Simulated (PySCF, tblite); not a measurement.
# C5H9S radical: geometry, infrared bands and EPR parameters

Wanted: the infrared bands and EPR parameters of C5H9S radical (`C=CC[CH]CS`), by calculation.

Programs: tblite 0.8.0 and PySCF 2.14.0, with density-fitted response routines of our own. Each step states its level of theory. These are calculated values for one molecule in the gas phase, unless marked as measured. Atoms are numbered from 0 throughout.

**1. The starting structure**

15 atoms, charge 0, multiplicity 2; geometry from: force field or distance geometry start.

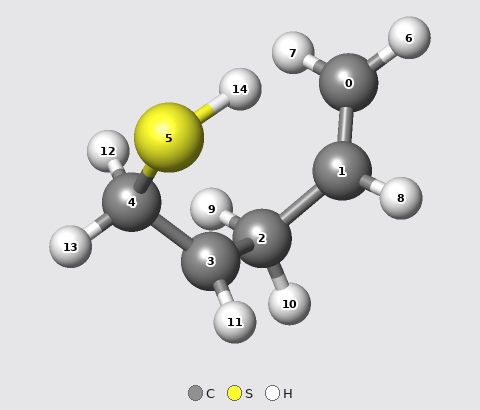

As it starts; carbon grey, sulfur yellow, hydrogen white, atoms numbered.

**2. Geometry optimisation with GFN2-xTB**

What the job is given:

```
{"job": {"kind": "relax", "xc": "GFN2-xTB", "basis": "xTB"}, "charge": 0, "multiplicity": 2}
C      1.827200     1.280300    -0.203000
C      1.288300     0.364000     0.603600
C      0.719500    -0.944800     0.155100
C     -0.746500    -1.014200     0.454000
C     -1.759800    -0.502800    -0.486400
S     -2.511100     1.000000     0.176100
H      2.230900     2.208500     0.193300
H      1.857700     1.149100    -1.274000
H      1.293800     0.543400     1.686900
H      0.872500    -1.099200    -0.915900
H      1.225200    -1.760800     0.664300
H     -1.069500    -1.412700     1.425600
H     -1.321000    -0.274400    -1.458300
H     -2.537400    -1.250600    -0.647900
H     -1.374400     1.722000     0.237700
```

The run is started by

```bash
> OMP_NUM_THREADS=1 python probes_run.py task.json out
```

The driver reads the jobs from task.json and runs them one after another.

**Question.** This job is followed by: GFN2-xTB harmonic vibrations, gas phase; UKS B3LYP, pcH-1 on C H S, non-relativistic, mean-field spin-orbit, GIAO. Predict these results of the whole session: strongest single infrared mode (GFN2-xTB); zero-point energy (GFN2-xTB); g(iso) (B3LYP); ⟨S²⟩; largest a(iso) (averaged by class); surface potential, least and greatest.

The runs gave:

| quantity | value |
| --- | --- |
| strongest single infrared mode (GFN2-xTB) | 2439 cm⁻¹, 75 km/mol |
| zero-point energy (GFN2-xTB) | 74.8 kcal/mol |
| g(iso) (B3LYP) | 2.00325 |
| ⟨S²⟩ | 0.756 (exact 0.75) |
| largest a(iso) (averaged by class) | 13C on C3, 87.2 MHz |
| surface potential, least and greatest | -1.14 V and 0.90 V |

The optimisation took 101 steps and gained 0.182 eV; among the close pairs (by a distance rule), C4–S5 changed most, from 1.806 to 1.932 Å. All 39 modes are real, so the xTB geometry is a minimum. The strongest single mode, at 2439 cm⁻¹, moves mainly H14. GFN2-xTB is a fitted tight-binding method: band positions and strengths are rough. Its intensities can rank the bands wrongly. Most of the unpaired spin sits on C3 (0.91 e). The isotropic g lies 0.9 ppt above the free-electron value.
